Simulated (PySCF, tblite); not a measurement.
# 1-chloroheptafluoropropane: dynamics, then NMR shifts on frames, part 2 of 2

tblite 0.8.0 and PySCF 2.14.0. Atoms count from 0.

**5. Shielding tensors: 625 fs, PBE0/pcSseg-1**

What the job is given:

```
{"job": {"kind": "nmr", "xc": "PBE0", "basis": "pcSseg-1", "pop": false}, "charge": 0, "multiplicity": 1}
F      2.527900    -1.095300     0.866100
C      1.648600    -0.742800    -0.004700
F      1.657700     0.552500    -0.088800
F      1.913600    -1.345100    -1.110400
C      0.188400    -1.021900     0.622000
F      0.209400    -0.089600     1.608700
F      0.236800    -2.278500     1.264300
C     -1.017900    -0.880300    -0.258600
F     -1.040700     0.384800    -0.808200
F     -0.967800    -1.753900    -1.270300
Cl    -2.556900    -1.123800     0.630300
```

Method: GIAO PBE0/pcSseg-1 NMR shielding, non-relativistic, gas phase.

Log:

```text
coarse grid: 12488 points
cycle   1  E = -1271.9326985593  dE =  2.113e+00  |g| = 1.392e+00  |ddm| = 3.038e+00
cycle   2  E = -1271.2942885604  dE =  6.384e-01  |g| = 2.472e+00  |ddm| = 2.120e+00
cycle   3  E = -1272.2678032368  dE = -9.735e-01  |g| = 1.290e-01  |ddm| = 1.425e+00
cycle   4  E = -1272.2691197082  dE = -1.316e-03  |g| = 9.618e-02  |ddm| = 1.242e-01
cycle   5  E = -1272.2706183161  dE = -1.499e-03  |g| = 1.148e-02  |ddm| = 5.548e-02
cycle   6  E = -1272.2706354555  dE = -1.714e-05  |g| = 3.493e-03  |ddm| = 8.867e-03
cycle   7  E = -1272.2706374183  dE = -1.963e-06  |g| = 1.026e-03  |ddm| = 2.766e-03
final grid: 126600 points
cycle   8  E = -1272.3769948985  dE = -5.977e-05  |g| = 7.757e-03  |ddm| = 2.491e-02
cycle   9  E = -1272.3769817622  dE =  1.314e-05  |g| = 1.202e-02  |ddm| = 1.136e-02
cycle  10  E = -1272.3770051248  dE = -2.336e-05  |g| = 7.305e-04  |ddm| = 6.599e-03
cycle  11  E = -1272.3770051826  dE = -5.779e-08  |g| = 2.657e-04  |ddm| = 7.834e-04
cycle  12  E = -1272.3770051931  dE = -1.050e-08  |g| = 1.138e-04  |ddm| = 2.581e-04
cycle  13  E = -1272.3770051951  dE = -2.010e-09  |g| = 1.570e-05  |ddm| = 7.552e-05
cycle  14  E = -1272.3770051951  dE = -3.820e-11  |g| = 7.308e-06  |ddm| = 1.613e-05
converged SCF energy = -1272.3770051951

GIAO shielding tensors (ppm)
atom      isotropic    diamagn.    paramagn.     s11        s22        s33       span
  0 F      275.052     466.791    -191.739    227.276    257.738    340.143    112.867
  1 C       65.751     240.177    -174.426     55.095     66.811     75.345     20.250
  2 F      268.199     475.406    -207.207    217.363    258.693    328.541    111.179
  3 F      286.158     469.517    -183.359    236.609    283.132    338.735    102.126
  4 C       64.215     244.553    -180.338     44.819     69.164     78.661     33.842
  5 F      286.694     473.953    -187.258    186.259    329.049    344.775    158.516
  6 F      279.295     469.313    -190.018    172.169    288.569    377.146    204.978
  7 C       47.899     235.513    -187.614     28.576     50.453     64.669     36.093
  8 F      224.030     475.315    -251.285    131.677    230.274    310.140    178.464
  9 F      244.474     469.275    -224.801    165.888    261.820    305.714    139.826
 10 Cl     574.623    1144.008    -569.385    269.654    421.610   1032.604    762.951
```

Wall time 24 s (1 thread of Arm Neoverse V2, shared host); peak memory 0.91 GiB.

This run: δ C7 139.0, C4 122.7, C1 121.2, F8 -53.1 ppm.

**6. Shielding tensors: 800 fs, PBE0/pcSseg-1**

What the job is given:

```
{"job": {"kind": "nmr", "xc": "PBE0", "basis": "pcSseg-1", "pop": false}, "charge": 0, "multiplicity": 1}
F      2.321100    -0.553000     0.580300
C      1.290300    -0.335200    -0.230900
F      1.188400     0.828200    -0.849900
F      1.676400    -1.196500    -1.189800
C     -0.078800    -0.702700     0.494300
F     -0.328000     0.455300     1.134900
F      0.006300    -1.745200     1.400700
C     -1.124500    -1.056500    -0.492000
F     -1.204900    -0.144000    -1.526500
F     -0.855400    -2.248800    -1.113000
Cl    -2.778300    -1.286500     0.216900
```

Method: GIAO PBE0/pcSseg-1 NMR shielding, non-relativistic, gas phase.

Log:

```text
coarse grid: 12488 points
cycle   1  E = -1271.8873591803  dE =  1.982e+00  |g| = 1.439e+00  |ddm| = 3.008e+00
cycle   2  E = -1271.1130263332  dE =  7.743e-01  |g| = 2.670e+00  |ddm| = 2.281e+00
cycle   3  E = -1272.2553175774  dE = -1.142e+00  |g| = 9.926e-02  |ddm| = 1.530e+00
cycle   4  E = -1272.2555808255  dE = -2.632e-04  |g| = 9.206e-02  |ddm| = 1.075e-01
cycle   5  E = -1272.2569811785  dE = -1.400e-03  |g| = 1.209e-02  |ddm| = 5.608e-02
cycle   6  E = -1272.2570000862  dE = -1.891e-05  |g| = 3.107e-03  |ddm| = 8.255e-03
cycle   7  E = -1272.2570015935  dE = -1.507e-06  |g| = 1.159e-03  |ddm| = 2.720e-03
final grid: 126600 points
cycle   8  E = -1272.3657983846  dE = -6.944e-05  |g| = 8.807e-03  |ddm| = 2.627e-02
cycle   9  E = -1272.3657798366  dE =  1.855e-05  |g| = 1.409e-02  |ddm| = 1.303e-02
cycle  10  E = -1272.3658116170  dE = -3.178e-05  |g| = 6.840e-04  |ddm| = 7.550e-03
cycle  11  E = -1272.3658116649  dE = -4.790e-08  |g| = 3.004e-04  |ddm| = 8.499e-04
cycle  12  E = -1272.3658116812  dE = -1.631e-08  |g| = 1.102e-04  |ddm| = 3.329e-04
cycle  13  E = -1272.3658116833  dE = -2.163e-09  |g| = 1.751e-05  |ddm| = 7.625e-05
cycle  14  E = -1272.3658116834  dE = -4.366e-11  |g| = 8.078e-06  |ddm| = 1.796e-05
converged SCF energy = -1272.3658116834

GIAO shielding tensors (ppm)
atom      isotropic    diamagn.    paramagn.     s11        s22        s33       span
  0 F      246.986     469.226    -222.240    167.597    241.203    332.157    164.561
  1 C       57.322     235.888    -178.567     45.450     60.184     66.331     20.882
  2 F      249.099     472.710    -223.612    185.610    233.938    327.748    142.137
  3 F      236.534     470.907    -234.373    147.477    226.460    335.667    188.190
  4 C       69.889     241.397    -171.508     48.267     75.470     85.931     37.664
  5 F      305.217     472.983    -167.766    218.326    337.242    360.084    141.758
  6 F      285.203     468.773    -183.570    190.916    300.849    363.844    172.928
  7 C       43.335     237.110    -193.775     23.020     47.127     59.859     36.839
  8 F      219.744     473.381    -253.637    131.641    222.358    305.231    173.590
  9 F      214.192     469.330    -255.138    124.707    224.965    292.904    168.197
 10 Cl     540.913    1143.500    -602.587    217.125    370.485   1035.130    818.005
```

It took 25 s on 1 thread of Arm Neoverse V2, shared host; peak memory 0.91 GiB.

In short: δ C7 143.6, C1 129.6, C4 117.0, F9 -43.2 ppm.

**7. Nuclear shieldings: 1000 fs, PBE0/pcSseg-1**

What the job is given:

```
{"job": {"kind": "nmr", "xc": "PBE0", "basis": "pcSseg-1", "pop": false}, "charge": 0, "multiplicity": 1}
F      2.270200    -0.052900     0.045300
C      1.150300    -0.532000    -0.606600
F      0.713500     0.297100    -1.622400
F      1.443700    -1.787000    -1.056300
C     -0.243500    -0.506400     0.273800
F     -0.628300     0.769800     0.391400
F     -0.260300    -1.008200     1.558200
C     -1.242400    -1.287400    -0.684400
F     -1.446300    -0.671500    -1.815900
F     -0.637600    -2.503200    -0.993600
Cl    -2.858400    -1.418900     0.132200
```

With the program's defaults for keys left out, this is: GIAO PBE0/pcSseg-1 NMR shielding, non-relativistic, gas phase.

Log:

```text
coarse grid: 12488 points
cycle   1  E = -1271.8634778540  dE =  1.774e+00  |g| = 1.446e+00  |ddm| = 3.011e+00
cycle   2  E = -1271.0438345670  dE =  8.196e-01  |g| = 2.731e+00  |ddm| = 2.232e+00
cycle   3  E = -1272.2398363817  dE = -1.196e+00  |g| = 8.946e-02  |ddm| = 1.486e+00
cycle   4  E = -1272.2399779187  dE = -1.415e-04  |g| = 8.767e-02  |ddm| = 9.893e-02
cycle   5  E = -1272.2411375368  dE = -1.160e-03  |g| = 1.333e-02  |ddm| = 5.381e-02
cycle   6  E = -1272.2411613977  dE = -2.386e-05  |g| = 3.574e-03  |ddm| = 8.581e-03
cycle   7  E = -1272.2411632089  dE = -1.811e-06  |g| = 1.224e-03  |ddm| = 2.628e-03
final grid: 126600 points
cycle   8  E = -1272.3520505414  dE = -7.156e-05  |g| = 8.757e-03  |ddm| = 2.588e-02
cycle   9  E = -1272.3520331843  dE =  1.736e-05  |g| = 1.385e-02  |ddm| = 1.234e-02
cycle  10  E = -1272.3520637434  dE = -3.056e-05  |g| = 7.040e-04  |ddm| = 7.018e-03
cycle  11  E = -1272.3520637941  dE = -5.064e-08  |g| = 3.112e-04  |ddm| = 8.120e-04
cycle  12  E = -1272.3520638094  dE = -1.529e-08  |g| = 1.314e-04  |ddm| = 3.155e-04
cycle  13  E = -1272.3520638123  dE = -2.916e-09  |g| = 2.182e-05  |ddm| = 8.979e-05
cycle  14  E = -1272.3520638124  dE = -7.140e-11  |g| = 9.514e-06  |ddm| = 2.198e-05
converged SCF energy = -1272.3520638124

GIAO shielding tensors (ppm)
atom      isotropic    diamagn.    paramagn.     s11        s22        s33       span
  0 F      230.875     470.997    -240.122    139.874    202.253    350.496    210.622
  1 C       43.139     242.590    -199.451     30.700     43.701     55.015     24.315
  2 F      215.439     474.081    -258.642    131.571    203.277    311.469    179.898
  3 F      219.307     470.327    -251.020    139.839    208.937    309.143    169.304
  4 C       62.370     238.795    -176.425     50.981     59.526     76.603     25.621
  5 F      298.124     473.133    -175.008    211.928    329.997    352.447    140.519
  6 F      281.470     470.661    -189.191    196.737    285.614    362.060    165.323
  7 C       44.515     243.430    -198.915     21.993     49.820     61.733     39.740
  8 F      231.290     471.187    -239.897    169.386    247.199    277.286    107.900
  9 F      212.181     471.517    -259.337    120.839    213.323    302.380    181.541
 10 Cl     578.829    1143.561    -564.733    267.267    426.030   1043.189    775.922
```

Wall time 24 s (1 thread of Arm Neoverse V2, shared host); peak memory 0.92 GiB.

This run: δ C1 143.8, C7 142.4, C4 124.6, F9 -41.2 ppm.

**8. Run by run: NMR shifts**

Shifts (ppm) of some atoms, chosen among heavy atoms and hydrogens apart, with basis size and wall time:

| frame | F2 | F0 | F9 | F3 | Cl10 | functions | time |
| --- | --- | --- | --- | --- | --- | --- | --- |
| 250 fs | -39.6 | -51.5 | -62.3 | -78.9 | 359 | 194 | 24 s |
| 425 fs | -80.6 | -106.3 | -66.1 | -72.2 | 383 | 194 | 23 s |
| 625 fs | -97.3 | -104.1 | -73.5 | -115.2 | 375 | 194 | 24 s |
| 800 fs | -78.2 | -76.0 | -43.2 | -65.6 | 409 | 194 | 25 s |
| 1000 fs | -44.5 | -59.9 | -41.2 | -48.4 | 371 | 194 | 24 s |

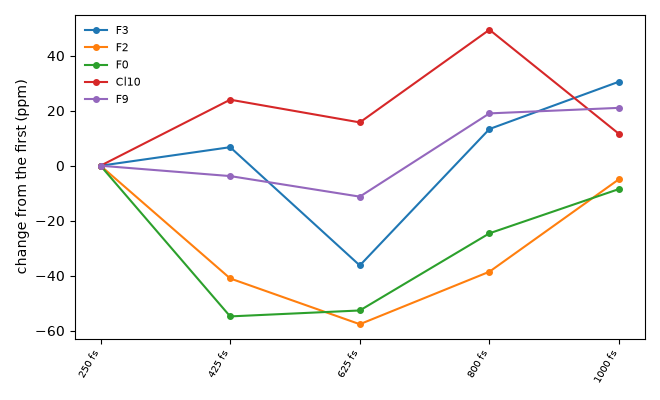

How the tabulated atoms move from run to run.

**9. Results**

What follows sums up all 2 parts.

```
                                        quantity                                                  value
                                      thermostat                                                  600 K
                   mean temperature, second half                                                  519 K
         mean potential energy above the minimum                                                0.55 eV
  ¹³C shifts against TMS (PBE0/pcSseg-1, 250 fs)                                135.6, 131.7, 116.3 ppm
¹⁹F shifts against CFCl3 (PBE0/pcSseg-1, 250 fs)  -39.6, -51.5, -62.3, -68.2, -78.9, -111.1, -146.5 ppm
 ³⁵Cl shifts against HCl (PBE0/pcSseg-1, 250 fs)                                                359 ppm
                        range of the shift of F3                                    -115.2 to -48.4 ppm
```

In the second half the potential energy averages 0.55 eV above the minimum; equipartition over 27 harmonic modes at 600 K would give 0.70 eV. With 11 atoms the temperature swings widely (276 to 711 K). Shifts at one fixed geometry are not the observed spectrum, which averages over the motion. In the first frame run (250 fs): Shielding is most anisotropic at Cl10 (span 763 ppm, paramagnetic term -553 ppm). In ppm, F3 moves most: its shift spreads over 66.9 ppm, from -115.2 (625 fs) to -48.4 (1000 fs).
